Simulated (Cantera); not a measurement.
Input: 1 mol SiH₄, 2.3 mol NO, 40 mol N₂, 3.4 mol O₃, at 1.20 Torr.

Method: chemical equilibrium by Gibbs-energy minimisation in Cantera with the NASA 1993 tables (ideal gas, pure condensed phases). Candidate condensed phases: H₂O, Si, SiO₂, Si₂N₂O, Si₃N₄; 35 gas species. The tables hold silica as quartz up to 1696 K and as liquid above; real silica turns to tridymite and cristobalite and melts near 1996 K. Kinetics and transport are ignored.

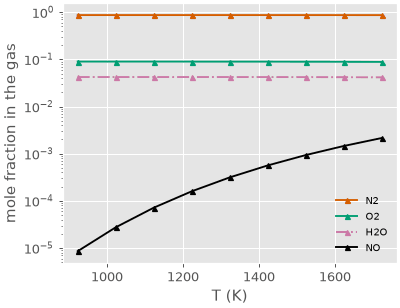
Figure. Equilibrium gas composition (values under 1e-9 drawn at 1e-9)

From 923 K to 1623 K the condensed part is SiO₂(β-quartz). At 1723 K the condensed part is SiO₂(condensed).
